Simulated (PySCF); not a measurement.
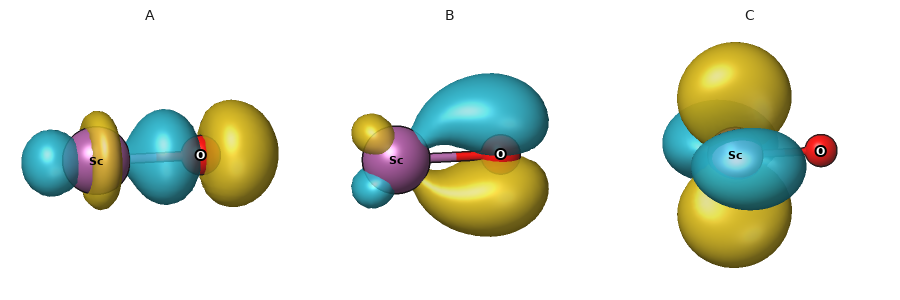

Figure. ScO (doublet). Three frontier α-spin orbitals, each drawn at the value that holds 80 % of its norm (yellow and cyan are the two phases), in no order; of a degenerate pair one member is drawn.

Level of theory: PySCF, PBE0/def2-TZVP, non-relativistic Hamiltonian with scalar-relativistic core potentials where named, at a bond length of 1.650 Å.

### Label each orbital by symmetry, say whether it is occupied, and order them by energy.

Orbital B: π, occupied in this spin, −8.22 eV; mainly on O (75 %).
Orbital A: σ, occupied in this spin, −8.03 eV; mainly on O (70 %).
Orbital C: δ, empty in this spin, −1.45 eV; almost wholly on Sc.
